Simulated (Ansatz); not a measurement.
# H₆Si₂···H₂: what the fields show

Input file:

```
crystal:
  periodic: [false, false, false]
  atoms:
    - { symbol: Si, position_ang: [0.187314, -0.042701, 0.161281] }
    - { symbol: Si, position_ang: [0.167928, -0.030453, 2.418654] }
    - { symbol: H, position_ang: [-1.078708, -0.653219, 2.957455] }
    - { symbol: H, position_ang: [1.327344, -0.817573, 2.950874] }
    - { symbol: H, position_ang: [0.271476, 1.368228, 2.94673] }
    - { symbol: H, position_ang: [1.616968, -0.064778, -0.282757] }
    - { symbol: H, position_ang: [-0.448066, 1.171268, -0.431257] }
    - { symbol: H, position_ang: [-0.481439, -1.260342, -0.389774] }
    - { symbol: H, position_ang: [-2.419051, 0.22402, 0.658758] }
    - { symbol: H, position_ang: [-2.276565, 0.10555, 1.353436] }
basis:
  gaussian: { orbitals: def2-SVP }
hamiltonian:
  xc: pbe0
relax:
  f_tol: 0.03
  max_steps: 50
output:
  orbitals: {}
```

Run with:

```sh
ansatz run input.yaml --threads 1 --pin off --max-ram 2048MiB --backend cpu --events-out ev --progress --plain --runs-dir out
```

The fields are those of the run's last geometry, not of the input's.

These are results of RKS PBE0/def2-SVP (Ansatz 0.2.0), not measurements.

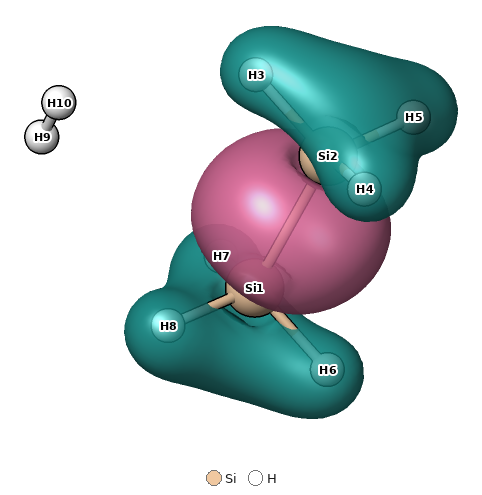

Figure 1. The HOMO at ±0.1 Å⁻³ᐟ² (teal and pink are the two phases), seen at a tilt.

Q: Describe this orbital and give its energy.

A: By Hirshfeld shares it lies mainly on Si1 (about 40 %) and Si2 (about 35 %). Its energy is −8.42 eV.

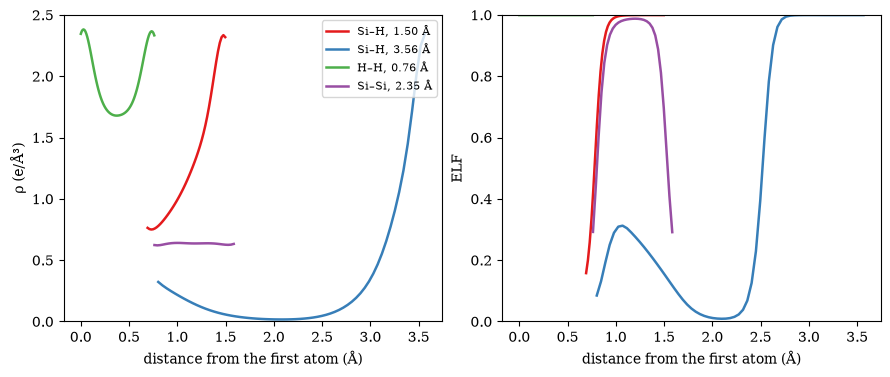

Figure 2. Electron density and ELF along straight lines between neighbouring atoms. The curves leave out the atomic cores.

Q: Compare the contacts.

A: Si–H (1.50 Å): the density is about 0.75 e/Å³ at the midpoint; the ELF climbs to about 1 towards the hydrogen, as it does in any bond to H.
Si1···H9 (3.56 Å): the density falls to about 0.02 e/Å³ on the way; the ELF dips to about 0 between them (a weak contact between the two molecules).
H–H (0.76 Å): ρ at the midpoint is about 1.7 e/Å³; the ELF is about 1 at the midpoint.
Si–Si (2.35 Å): the density is about 0.64 e/Å³ at the midpoint; the ELF peaks at about 1 between the atoms (localised, covalent bonding).
